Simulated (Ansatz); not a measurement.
# One shape, several levels: doublet C2H5F−

Wanted: a comparison of 6 runs (UHF/aug-cc-pVDZ, U-r2SCAN/aug-cc-pVDZ, U-r2SCAN0/aug-cc-pVDZ, UB3LYP/aug-cc-pVDZ, UBLYP/aug-cc-pVDZ, UCAM-B3LYP/aug-cc-pVDZ) of doublet C2H5F−. 

The calculation is run with Ansatz 0.2.0.

52 further runs of the same task are left out: 52 set aside as unsound or not needed.

### 1 The system as given

C2H5F− has 8 atoms, charge -1, and is taken as a doublet. SMILES of the parent species: `CCF`. Geometry: relaxed at PBE0-D4/def2-TZVP. That shape belongs to the parent species and isn't relaxed for this state.

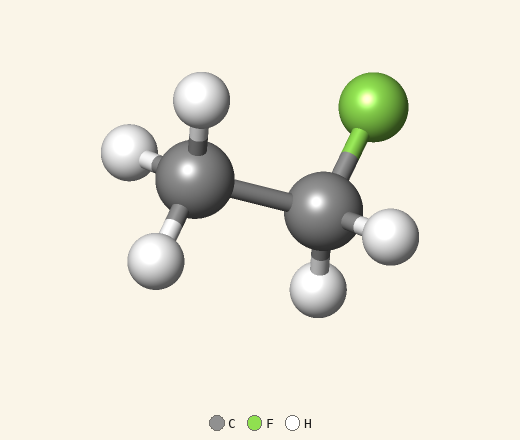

Viewed from a chosen angle; carbon grey, fluorine green, hydrogen white.

### 2 A single-point energy at UHF/aug-cc-pVDZ (run 1)

Contents of in.yaml:

```yaml
crystal:
  periodic: [false, false, false]
  atoms:
    - {symbol: C, position_ang: [-0.431700, 0.566900, -0.264600]}
    - {symbol: C, position_ang: [0.378400, -0.599100, 0.230500]}
    - {symbol: F, position_ang: [1.663300, -0.186400, 0.546500]}
    - {symbol: H, position_ang: [-1.443900, 0.237400, -0.512600]}
    - {symbol: H, position_ang: [0.018600, 0.998500, -1.160400]}
    - {symbol: H, position_ang: [-0.500300, 1.343000, 0.499800]}
    - {symbol: H, position_ang: [0.464000, -1.381500, -0.529800]}
    - {symbol: H, position_ang: [-0.056300, -1.036000, 1.134800]}
basis:
  gaussian:
    orbitals: aug-cc-pVDZ
total_charge: -1
magnetization:
  spin_polarized: true
  initial_magnetization: 1
hamiltonian:
  xc: hf
accuracy: high
output: {orbitals: {seedname: orbitals}}
```

Run with:

```console
ansatz run in.yaml --threads 1 --pin off --max-ram 3480MiB --events-out events.jsonl --progress --plain --runs-dir runs
```

The program printed:

```text
Warning: RAYON_NUM_THREADS=1 ignored (pool sized by the plan → 1); use --threads N
Functional definition: HF
  name "HF"
  exchange = exact_x
  correlation = 0
2297 factors; integrals over basis functions are off by at most 3.2e-9 eV
mean field evaluation 1: about -4842.8033 eV, gradient 2.1e1 eV
mean field evaluation 2: about -4842.8892 eV, gradient 2.1e1 eV
mean field evaluation 4: about -4845.4358 eV, gradient 2.2e0 eV
mean field evaluation 8: about -4845.4863 eV, gradient 2.9e-1 eV
mean field evaluation 16: about -4845.5031 eV, gradient 8.7e-3 eV
mean field evaluation 32: about -4845.5031 eV, gradient 3.9e-6 eV
mean field evaluation 64: about -4845.1426 eV, gradient 3.0e-1 eV
mean field evaluation 96: about -4844.7182 eV, gradient 6.1e0 eV
mean field evaluation 128: about -4845.1030 eV, gradient 4.9e-1 eV
mean field evaluation 160: about -4844.8474 eV, gradient 6.5e-1 eV
mean field evaluation 192: about -4845.0727 eV, gradient 2.1e0 eV
mean field evaluation 224: about -4845.5027 eV, gradient 3.6e-2 eV
mean field evaluation 256: about -4845.5031 eV, gradient 8.8e-7 eV
mean field -4845.50314056 eV, -178.0689560155 hartree, gradient 5.3e-8 eV, S^2 0.750144; 3 other end points of the search recorded, 0 dependent functions left out
reference -4845.50314056 eV, -178.0689560155 hartree; 14, 13 occupied and 100, 101 virtual orbitals, 2297 factors
Total energy: -4845.50314056 eV, -178.0689560155 hartree
```

Run time: 20 s. Hardware: 1 thread of Intel Xeon Platinum 8375C at 2.90GHz (Ice Lake), shared host; peak memory 0.42 GiB.

### 3 A single-point energy at U-r2SCAN/aug-cc-pVDZ (run 2)

Contents of molecule.yaml:

```yaml
basis:
  gaussian: {orbitals: aug-cc-pVDZ}
crystal:
  periodic: [false, false, false]
  atoms:
    - {symbol: C, position_ang: [-0.431700, 0.566900, -0.264600]}
    - {symbol: C, position_ang: [0.378400, -0.599100, 0.230500]}
    - {symbol: F, position_ang: [1.663300, -0.186400, 0.546500]}
    - {symbol: H, position_ang: [-1.443900, 0.237400, -0.512600]}
    - {symbol: H, position_ang: [0.018600, 0.998500, -1.160400]}
    - {symbol: H, position_ang: [-0.500300, 1.343000, 0.499800]}
    - {symbol: H, position_ang: [0.464000, -1.381500, -0.529800]}
    - {symbol: H, position_ang: [-0.056300, -1.036000, 1.134800]}
total_charge: -1
magnetization: {spin_polarized: true, initial_magnetization: 1}
hamiltonian: {xc: r2scan}
accuracy: high
output: {orbitals: {seedname: orbitals}}
```

Run with:

```console
ansatz run molecule.yaml --threads 1 --pin off --max-ram 3480MiB --events-out events.jsonl --progress --plain --runs-dir runs
```

The program printed:

```text
Warning: RAYON_NUM_THREADS=1 ignored (pool sized by the plan → 1); use --threads N
Functional definition: r2SCAN
  name "r2SCAN"
  parameter k0 = 0.174
  parameter k1 = 0.065
  parameter a1 = 4.9479
  exchange = r2scan_x(k0 = k0, k1 = k1, a1 = a1)
  correlation = r2scan_c
2297 factors; integrals over basis functions are off by at most 3.2e-9 eV
mean field evaluation 1: about -4863.1940 eV, gradient 3.9e1 eV
mean field evaluation 2: about -4854.5939 eV, gradient 6.1e1 eV
mean field evaluation 4: about -4869.7730 eV, gradient 2.0e0 eV
mean field evaluation 8: about -4869.7923 eV, gradient 1.0e-1 eV
mean field evaluation 16: about -4869.7924 eV, gradient 1.5e-4 eV
mean field evaluation 32: about -4869.4372 eV, gradient 1.1e0 eV
mean field evaluation 64: about -4869.5396 eV, gradient 2.2e-6 eV
mean field -4869.79242339 eV, -178.9615706956 hartree, gradient 2.0e-8 eV, S^2 0.750147; 9 other end points of the search recorded, 0 dependent functions left out
reference -4869.79244187 eV, -178.9615713748 hartree; 14, 13 occupied and 100, 101 virtual orbitals, 2297 factors
Total energy: -4869.79244187 eV, -178.9615713748 hartree
```

Run time: 53 s. Hardware: 1 thread of Intel Xeon Platinum 8375C at 2.90GHz (Ice Lake), shared host; peak memory 0.58 GiB.

Runs 3 to 5 aren't shown in full; the table further down has their settings and results.

### 4 A single-point energy at UCAM-B3LYP/aug-cc-pVDZ (run 6)

Contents of job.yaml:

```yaml
crystal:
  periodic: [false, false, false]
  atoms:
    - {symbol: C, position_ang: [-0.431700, 0.566900, -0.264600]}
    - {symbol: C, position_ang: [0.378400, -0.599100, 0.230500]}
    - {symbol: F, position_ang: [1.663300, -0.186400, 0.546500]}
    - {symbol: H, position_ang: [-1.443900, 0.237400, -0.512600]}
    - {symbol: H, position_ang: [0.018600, 0.998500, -1.160400]}
    - {symbol: H, position_ang: [-0.500300, 1.343000, 0.499800]}
    - {symbol: H, position_ang: [0.464000, -1.381500, -0.529800]}
    - {symbol: H, position_ang: [-0.056300, -1.036000, 1.134800]}
basis:
  gaussian:
    orbitals: aug-cc-pVDZ
output: {orbitals: {seedname: orbitals}}
accuracy: high
magnetization:
  spin_polarized: true
  initial_magnetization: 1
hamiltonian:
  xc: {name: CAM-B3LYP}
total_charge: -1
```

Run with:

```console
ansatz run job.yaml --threads 1 --pin off --max-ram 3480MiB --events-out events.jsonl --progress --plain --runs-dir runs
```

The program printed, cut to the lines that bear on the results:

```text
Warning: RAYON_NUM_THREADS=1 ignored (pool sized by the plan → 1); use --threads N
Functional definition: CAM-B3LYP
  name "CAM-B3LYP"
[...]
2297 factors; integrals over basis functions are off by at most 3.2e-9 eV
507 factors; integrals over basis functions are off by at most 2.5e-9 eV
[...]
mean field -4870.38079756 eV, -178.9831930476 hartree, gradient 8.3e-8 eV, S^2 0.750086; 6 other end points of the search recorded, 0 dependent functions left out
reference -4870.38081251 eV, -178.9831935970 hartree; 14, 13 occupied and 100, 101 virtual orbitals, 2297 factors
Total energy: -4870.38081251 eV, -178.9831935970 hartree
```

It took 27 s on 1 thread of Intel Xeon Platinum 8375C at 2.90GHz (Ice Lake), shared host; peak memory 0.57 GiB.

### 5 All runs side by side

| run | level | energy (Eh) | HOMO energy (eV) | LUMO energy (eV) | ⟨S²⟩ | wall time |
| --- | --- | --- | --- | --- | --- | --- |
| 1 | UHF/aug-cc-pVDZ | -178.068956 | 0.92 | 3.64 | 0.750 | 20 s |
| 2 | U-r2SCAN/aug-cc-pVDZ | -178.961571 | 1.79 | 2.24 | 0.750 | 53 s |
| 3 | U-r2SCAN0/aug-cc-pVDZ | -178.942771 | 1.54 | 2.47 | 0.750 | 76 s |
| 4 | UB3LYP/aug-cc-pVDZ | -179.063895 | 1.59 | 2.46 | 0.750 | 62 s |
| 5 | UBLYP/aug-cc-pVDZ | -178.995596 | 1.91 | 2.31 | 0.750 | 69 s |
| 6 | UCAM-B3LYP/aug-cc-pVDZ | -178.983194 | 1.15 | 2.96 | 0.750 | 27 s |

### 6 Summary of results

```
                                 quantity          value
                      run 6: total energy  -178.98319 Eh
run 6: HOMO energy (highest over α and β)        1.15 eV
 run 6: LUMO energy (lowest over α and β)        2.96 eV
                              run 6: ⟨S²⟩          0.750
```

**Reading.** Totals of different functionals can't be ranked against each other. In runs 1, 2, 3, 4, 5, 6 the HOMO lies above zero, so the outermost electron may be held by the basis alone. All runs together took 5.1 min, the longest 76 s.
